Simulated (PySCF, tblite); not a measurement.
# C₅H₁₂F₂SSi: geometry, infrared bands and NMR shifts

Wanted: the infrared bands and NMR shifts of C₅H₁₂F₂SSi (`CC(C)(CS)[Si@H](F)CF`), by calculation.

Programs: tblite 0.8.0 and PySCF 2.14.0, with density-fitted response routines of our own. Each step states its level of theory. These are calculated values for one molecule in the gas phase, unless marked as measured. Atoms count from 0, in the outputs and in this text.

## (1) Starting geometry

21 atoms, charge 0, multiplicity 1; geometry from: force field or distance geometry start.

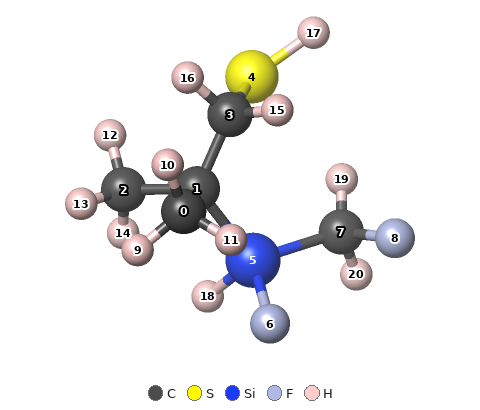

As it starts; carbon dark grey, sulfur yellow, silicon blue, fluorine light blue, hydrogen pink, atoms numbered.

## (2) Relaxing the molecule with GFN2-xTB

Job settings and geometry (Å):

```
{"job": {"kind": "relax", "xc": "GFN2-xTB", "basis": "xTB"}, "charge": 0, "multiplicity": 1}
C     -1.049500    -0.940600     1.353600
C     -0.568600    -0.278300     0.068900
C     -1.370800    -0.927100    -1.045800
C     -0.855900     1.183100     0.218300
S     -0.350300     2.181000    -1.181700
Si     1.189000    -0.759800    -0.133600
F      1.641600    -1.723300     1.172500
C      2.416700     0.624700    -0.249900
F      2.900700     0.928300     1.018100
H     -1.328100    -1.988100     1.112400
H     -1.960300    -0.447500     1.760000
H     -0.236700    -0.973200     2.091800
H     -1.946900    -0.159900    -1.626200
H     -2.097000    -1.645200    -0.617800
H     -0.686800    -1.511700    -1.682700
H     -0.463200     1.629600     1.157100
H     -1.976500     1.295600     0.285200
H      0.078200     3.458000    -0.801500
H      1.259900    -1.636700    -1.326400
H      2.083700     1.506600    -0.797800
H      3.311800     0.201400    -0.775000
```

Command:

```bash
$ OMP_NUM_THREADS=1 python probes_run.py task.json out
```

This one command runs all jobs of the session in turn.

**Question.** This job is followed by: GFN2-xTB harmonic vibrations, gas phase; GIAO PBE0/pcSseg-1 NMR shielding, non-relativistic, gas phase. Predict these results of the whole session: strongest single infrared mode (GFN2-xTB); zero-point energy (GFN2-xTB); ¹³C shifts against TMS (PBE0/pcSseg-1); ¹H shifts against TMS (PBE0/pcSseg-1, means over atoms taken as alike); ³³S shifts against CS2 (PBE0/pcSseg-1); ²⁹Si shifts against TMS (PBE0/pcSseg-1); ¹⁹F shifts against CFCl3 (PBE0/pcSseg-1).

The runs gave:

```
                                                              quantity                                               value
                             strongest single infrared mode (GFN2-xTB)                                791 cm⁻¹, 239 km/mol
                                          zero-point energy (GFN2-xTB)                                      100.3 kcal/mol
                                ¹³C shifts against TMS (PBE0/pcSseg-1)                    77.6, 39.5, 34.7, 25.7, 24.0 ppm
¹H shifts against TMS (PBE0/pcSseg-1, means over atoms taken as alike)  5.70, 5.06, 5.05, 2.87, 2.01, 1.92, 1.33, 1.13 ppm
                                ³³S shifts against CS2 (PBE0/pcSseg-1)                                            -117 ppm
                               ²⁹Si shifts against TMS (PBE0/pcSseg-1)                                             8.8 ppm
                              ¹⁹F shifts against CFCl3 (PBE0/pcSseg-1)                                  -229.4, -314.9 ppm
```

In words: Relaxing lowered the energy by 1.336 eV in 232 steps; the close pair that moved most is C1–Si5, from 1.834 to 1.918 Å. All 57 modes are real, so the xTB geometry is a minimum. The strongest single mode, at 791 cm⁻¹, moves mainly F6 and Si5. Unscaled tight-binding wavenumbers are off by several per cent, some by more. Its intensities can rank the bands wrongly. At PBE0/pcSseg-1: The largest span, 335 ppm, is at S4, where the paramagnetic term is -436 ppm.
